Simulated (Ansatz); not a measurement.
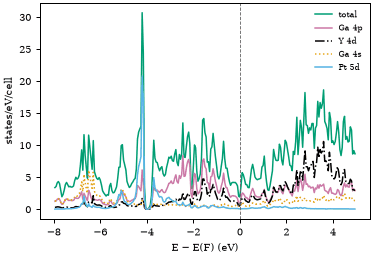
Total and projected density of states of Y4Ga12Pt in space group Im-3m (No. 229; Y on 8c, Ga on 12e, Ga on 12d, Pt on 2a), the program Ansatz at the r²SCAN level (PAW)

Q: Which orbitals carry the states next to the Fermi level?

A: Within 0.5 eV of the Fermi level: Ga 4p 47 %, Y 4d 31 %, Ga 4s 14 %. Projections are on Löwdin-orthogonalised atomic valence shells; empty p or d shells of many metals are not among them.

Q: Where is the tallest occupied peak in this window, and what makes it?

A: Near -4.2 eV, about 31 states/eV per cell; the largest projected share is Pt 5d.

The first step of the workflow began from a Materials Project structure, measured or hypothetical; the Crystallography Open Database copy checked does not list it. Whether it is the stable phase at ambient conditions was not checked. The cell was relaxed with r²SCAN under the symmetry of its start; its stability against distortions is not shown here. No spin polarisation was allowed. Scalar-relativistic: spin–orbit coupling is off unless named, which matters more the heavier the elements.

Potentials: the later of the program's two PAW sets.
